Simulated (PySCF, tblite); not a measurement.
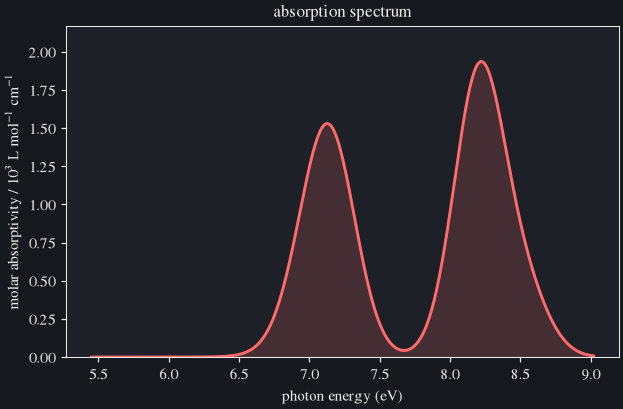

Computed absorption of C₅H₆F₂, SMILES CC#CCC(F)F. Vertical TDDFT excitations, CAM-B3LYP/def2-SVPD, PySCF, at a GFN2-xTB geometry (a minimum by its frequencies), gas phase. Only the first 8 singlet excitations are included; each is broadened by a Gaussian of 1/e half-width 0.25 eV.

Q: Which of the computed transitions is the brightest, and what character does the calculation give it?

A: S7 at 8.21 eV (151 nm), f = 0.026, mainly HOMO−1 → LUMO+1 (77 %).

Q: List the transitions behind the spectrum.

A:
```csv
state,E (eV),λ (nm),f,main character
S1,6.65,186,0.000,HOMO → LUMO+3 (53 %)
S2,6.94,179,0.003,HOMO → LUMO+4 (36 %)
S3,7.00,177,0.002,HOMO−1 → LUMO+4 (62 %)
S4,7.10,175,0.008,HOMO → LUMO (85 %)
S5,7.19,173,0.013,HOMO−1 → LUMO (87 %)
S6,8.14,152,0.002,HOMO → LUMO+1 (69 %)
S7,8.21,151,0.026,HOMO−1 → LUMO+1 (77 %)
S8,8.52,146,0.006,HOMO → LUMO+2 (66 %)
```

Note: the tight-binding geometry is rougher than a DFT one and adds to the error; one conformer of a flexible molecule; core orbitals are frozen in the response.
